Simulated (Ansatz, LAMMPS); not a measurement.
# Settings and their price: amorphous Si0.8Ge0.2 (132 atoms)

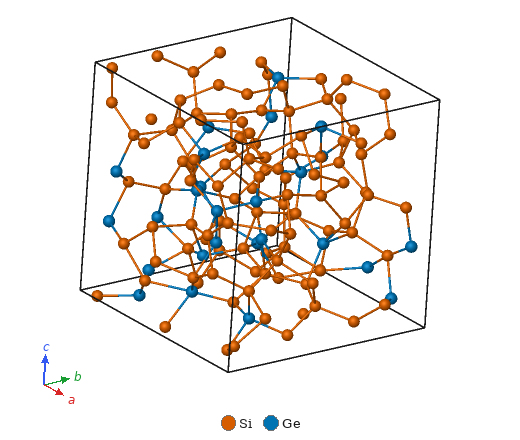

The cell (silicon orange, germanium blue). Bonds to atoms that aren't drawn are left out. Some periodic images of atoms are drawn too.

Density of this cell: 2.93 g/cm³. The cell holds 132 atoms: 106 Si and 26 Ge. Cell: a = 14.027 Å, b = 14.027 Å, c = 14.027 Å, α = 90.0°, β = 90.0°, γ = 90.0°. 132 atoms (106 Si, 26 Ge) placed at random at 2.93 g/cm³, melted at 3500 K for 10 ps at fixed volume with the Tersoff potential (Tersoff, Phys. Rev. B 39, 5566 (1989)). Quenched from 3500 K to 500 K at 5 K/ps and fixed volume, annealed at 1000 K for 20 ps, held 5 ps.

Geometry: as built.

Reference run: Kohn-Sham DFT, PBE, PAW (set soft_2), plane waves (Ansatz 0.2.0), cutoff 750 eV, Γ point, gaussian smearing of 0.05 eV.

- r.m.s. force component: 0.6074 eV/Å
- spacing of highest filled and lowest empty level: 0.0204 eV
- SCF cycles: 13
- time: 2.3 min on 4 threads of Arm Neoverse V1, shared host

Variants, in no order:
A. support functions medium
B. support functions medium, radius 4.31 Å
C. support functions medium, radius 4.92 Å

**Question.** Rank the variants by how far their forces lie from the reference's, least first.

C, B, A.

| variant | Δ force, r.m.s. (meV/Å) | share of r.m.s. force (%) | time over the reference's |
| --- | --- | --- | --- |
| C. support functions medium, radius 4.92 Å | 0.054 | 0.0089 | 2.8 |
| B. support functions medium, radius 4.31 Å | 0.118 | 0.0195 | 1.7 |
| A. support functions medium | 0.195 | 0.0321 | 1.5 |

[Hosts, paths, dates, database ids (printed as entryN), source tags and the programs' standing remarks are cut or masked in the printed files.]
